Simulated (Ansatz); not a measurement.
NH3···H6Si2

```xyz
12

N    -0.0570    0.1245   -2.6399
H     0.9211    0.1108   -2.3794
H    -0.4422    1.0031   -2.3165
H    -0.5177   -0.6158   -2.1256
Si   -0.5191   -1.1056    1.3498
Si    0.5428    0.9499    1.0057
H     0.3989   -2.0441    2.0487
H    -1.7374   -0.9186    2.1820
H    -0.9232   -1.7194    0.0558
H     1.7788    0.7763    0.1966
H     0.9177    1.5405    2.3190
H    -0.3628    1.8985    0.3037
```

Geometry: PBE0-D4/def2-TZVP.

Computed with RKS PBE0-D4/def2-TZVPPD (Ansatz 0.2.0).

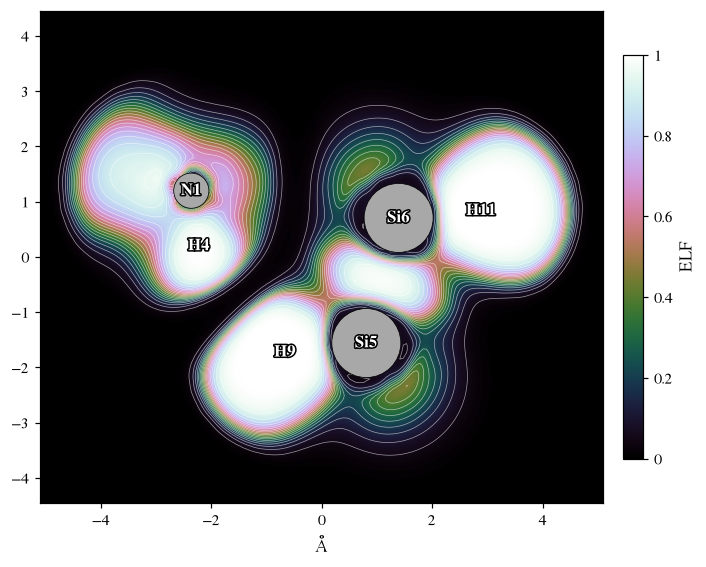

Figure 1. ELF on the plane of atoms Si6, Si5 and H9. Grey discs cover the atomic cores.

### What do the fields say about this system?

The section cuts through N, H and Si sites.
Si6···N1 (3.79 Å): the ELF dips to about 0 between them (a non-bonded, intermolecular contact).
Si–Si (2.34 Å): the ELF peaks at about 1 between the atoms; a covalent bond.
N–H (1.01 Å): the ELF climbs to about 1 towards the hydrogen, as it does in any bond to H: an ordinary covalent bond to hydrogen.
Si–H (1.49 Å): the ELF climbs to about 1 towards the hydrogen.
The ELF also peaks beside N1, away from the bonds: lone-pair regions.

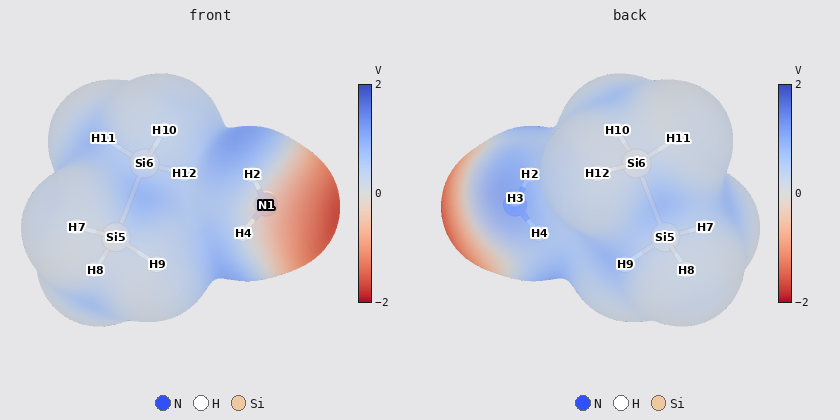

Figure 2. The molecular electrostatic potential painted on the density surface at 0.001 e/bohr³, seen from the front and from behind; the colour scale runs from red (negative) to blue (positive).

### Where is the surface potential most negative and most positive?

The most negative region (about −1.6 V) lies over N1, the most positive (about +1.1 V) over H2 and H3. N1 is the likeliest acceptor of a hydrogen bond.

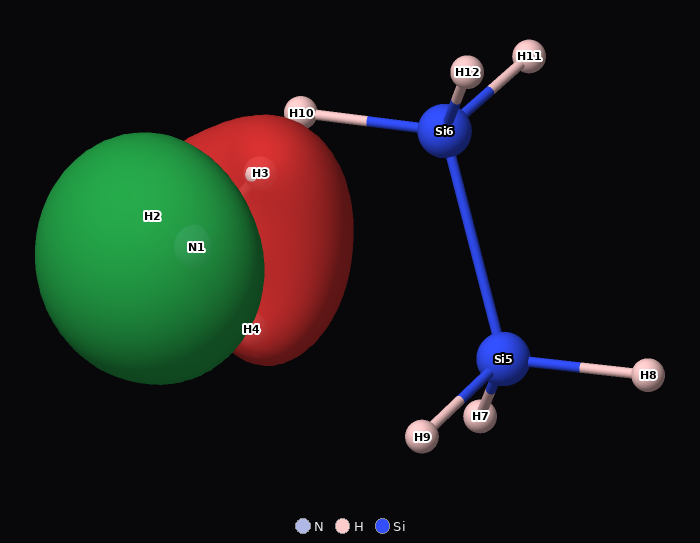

Figure 3. The HOMO at ±0.1 Å⁻³ᐟ² (green and red are the two phases), seen at an oblique angle.

### Describe this orbital and give its energy.

By Hirshfeld shares it lies mainly on N1 (about 80 %), H2 (about 5 %), H3 (about 5 %) and H4 (about 5 %); largely a lone pair of N1. Its energy is −7.69 eV.
